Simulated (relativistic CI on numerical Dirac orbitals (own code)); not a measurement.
```
atom Zn  Z=30  charge=3  electrons=27
nucleus A=64  rms_radius_fm=3.9283
hamiltonian dirac-coulomb  breit=on  qed=on  c_scale=1
orbitals kli  potential=per-configuration
slater_scale 0.85
correlation anchor
mixing on
configurations
  [Ar] 3d9
  [Ar] 3d8 4s
  [Ar] 3d8 4p
  [Ar] 3d8 4d
  [Ar] 3d8 5s
  [Ar] 3d8 4f
  [Ar] 3d7 4s2
  [Ar] 3d8 5p
  [Ar] 3d8 5d
  [Ne] 3s2 3p5 3d10
  [Ar] 3d7 4s 4p
  [Ar] 3d8 5f
  [Ar] 3d8 5g
  [Ar] 3d7 4p2
  [Ar] 3d7 4s 4d
end
```

Command (the task file carries these settings):
```bash
python run_levels.py task.json out
```

Computed by relativistic CI on Dirac orbitals, KLI exchange-only orbitals, Breit term, model QED, valence Slater integrals scaled by 0.85, configurations tied to the tabulated ionisation limit (in-house radial CI code).

The plot shows absorption lines from the lowest level (oscillator strengths f):

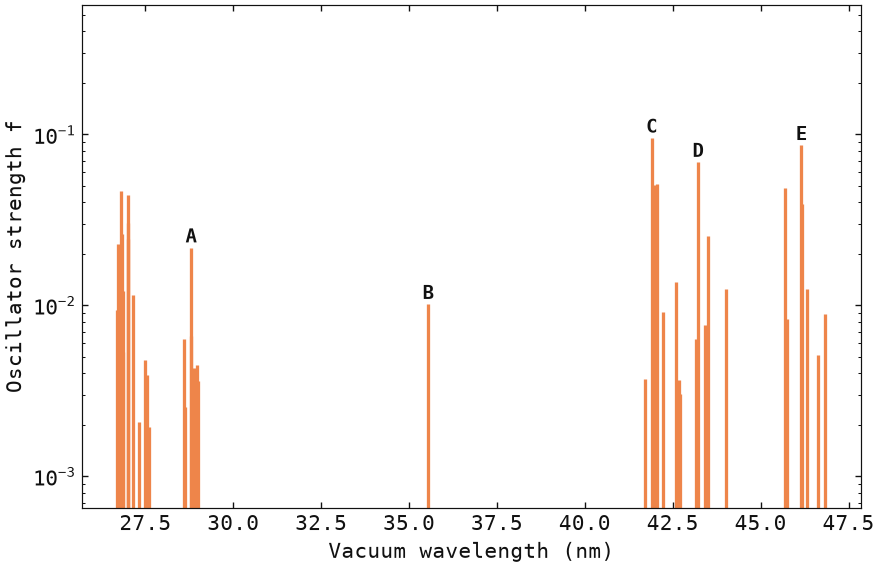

The lettered lines are A: 3d⁸ 5p ²D°₅/₂ ← 3d⁹ ²D₅/₂, 28.80 nm, f = 0.022; B: 3d⁸ 4p ²P°₃/₂ ← 3d⁹ ²D₅/₂, 35.54 nm, f = 0.010; C: 3d⁸ 4p ²F°₇/₂ ← 3d⁹ ²D₅/₂, 41.90 nm, f = 0.095; D: 3d⁸ 4p ²D°₅/₂ ← 3d⁹ ²D₅/₂, 43.22 nm, f = 0.069; E: 3d⁸ 4p ²D°₅/₂ ← 3d⁹ ²D₅/₂, 46.16 nm, f = 0.086. The strongest, C, lies in the extreme ultraviolet region.

Note: configurations built on the next ion are tied to the tabulated ionisation energy, low ones can still be off by several thousand cm⁻¹ and the others by 10000 or more; rates and lifetimes follow the computed energies and can be off by orders of magnitude; one shift a configuration: terms inside it, and wavelengths, can be off by thousands of cm⁻¹; only a limited list of configurations is included, so lower levels can be missing; only lines among the lowest 300 of 1329 levels are drawn, so those from 3d⁸ 5d and 3d⁷ 4s 4p are incomplete.
